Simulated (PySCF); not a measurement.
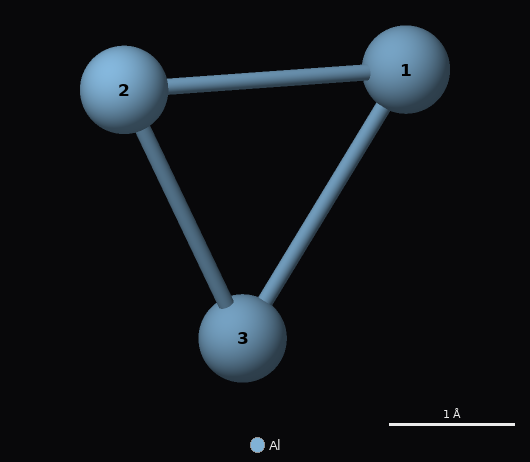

The picture comes from a calculation with PySCF.

Atoms carry their numbers in the input. The species has charge −1 and is a spin singlet. Geometry: a fixed input geometry, not necessarily a minimum.

List the bonds and their lengths.

```csv
bond,length (Å)
Al1–Al2,2.509
Al1–Al3,2.518
Al2–Al3,2.502
```
